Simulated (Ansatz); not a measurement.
## Electronic structure of C2H6OSi (SMILES C[Si](C)=O) in real space

Input

```
crystal:
  periodic: [false, false, false]
  atoms:
    - symbol: C
      position_ang: [-1.180506, -0.379308, 1.424860]
    - symbol: C
      position_ang: [-0.498605, 1.458545, -0.961138]
    - symbol: O
      position_ang: [-3.068719, 1.791382, 0.558953]
    - symbol: Si
      position_ang: [-1.740829, 1.045588, 0.364064]
    - symbol: H
      position_ang: [-0.217515, -0.146249, 1.908267]
    - symbol: H
      position_ang: [-1.926468, -0.602099, 2.199976]
    - symbol: H
      position_ang: [-1.021339, -1.279929, 0.809289]
    - symbol: H
      position_ang: [0.471527, 1.726109, -0.511033]
    - symbol: H
      position_ang: [-0.852258, 2.297766, -1.575555]
    - symbol: H
      position_ang: [-0.321578, 0.585849, -1.610979]
basis:
  gaussian: {orbitals: def2-TZVPD}
hamiltonian: {xc: pbe0}
output: {forces: true, orbitals: {seedname: orbitals}}
```

Run with:

```sh
ansatz run input.yaml --threads 2 --pin off --max-ram 4350MiB --events-out events.jsonl --progress --plain --runs-dir runs
```

Geometry: PBE0-D3(BJ)/def2-SVP.

Level of theory: isolated molecule in a Gaussian basis; Kohn-Sham density functional theory, functional PBE0 in Ansatz.

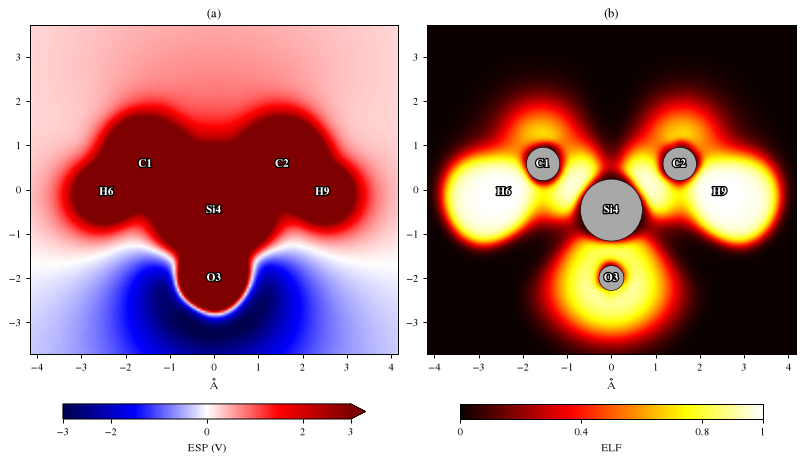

Figure 1. (a) electrostatic potential; (b) ELF on the plane of atoms C1, Si4 and O3. Grey discs cover the atomic cores in the ELF map.

Question: Interpret the plot.

Answer:
- The section cuts through C, O, Si and H sites.
- Si–O (1.54 Å): the ELF peaks at about 0.85 between the atoms, as expected for a short, strongly polar bond.
- C–Si (1.86 Å): the ELF peaks at about 0.95 between the atoms (localised, covalent bonding).
- C–H (1.10 Å): the ELF climbs to about 1 towards the hydrogen, as it does in any bond to H (a covalent bond by its length).
- The ELF also peaks beside O3, away from the bonds: lone-pair regions.
- Outside the dense part of the molecule the potential is most negative (−3.0 V) near O3.

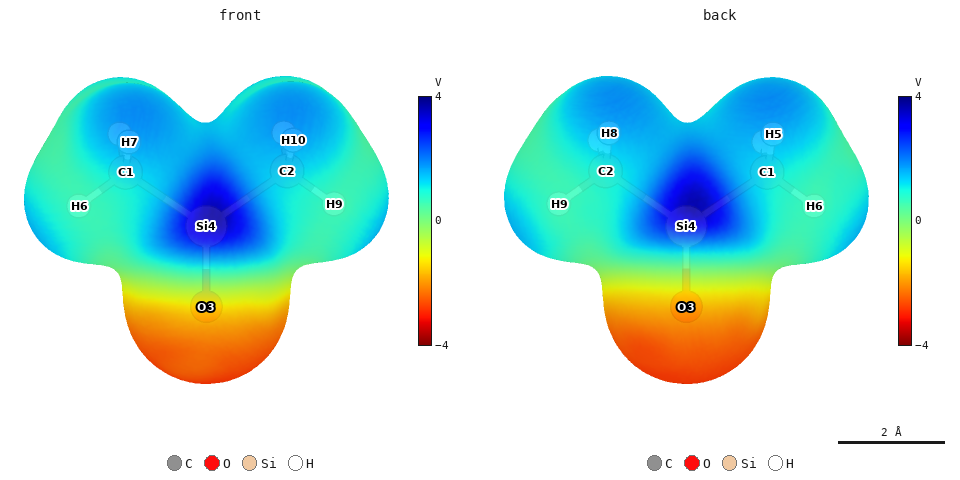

Figure 2. The electrostatic potential painted on the density surface at 0.004 e/bohr³, seen from the front and from behind; the colour scale runs from red (negative) to blue (positive).

Question: Where is the surface potential most negative and most positive?

Answer: The most negative region (about −2.8 V) lies over O3, the most positive (about +3.6 V) over Si4. O3 is the likeliest acceptor of a hydrogen bond.

Question: What dipole moment does the calculation give?

Answer: Its dipole moment is 4.88 D.

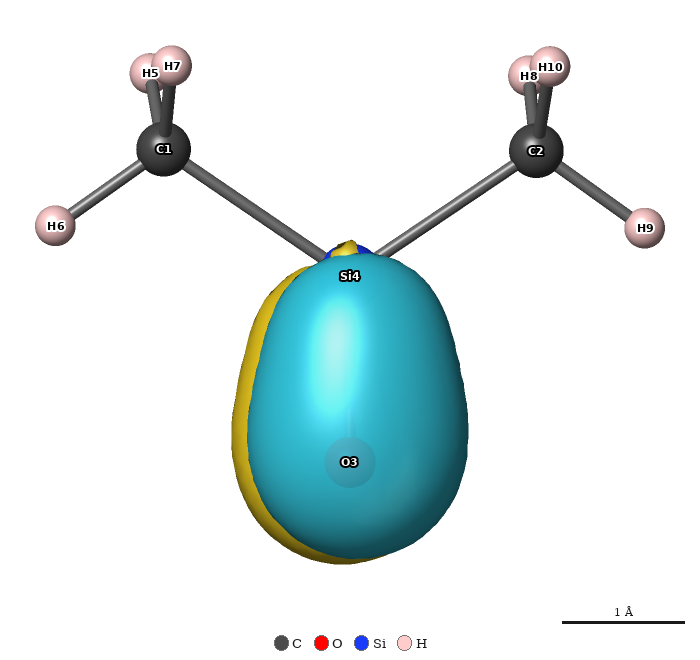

Figure 3. The HOMO−1 at ±0.15 Å⁻³ᐟ² (yellow and cyan are the two phases), seen across its widest extent.

Question: What is the character of this orbital?

Answer: By Hirshfeld shares it lies mainly on O3 (about 70 %) and Si4 (about 25 %). Its energy is −8.32 eV.
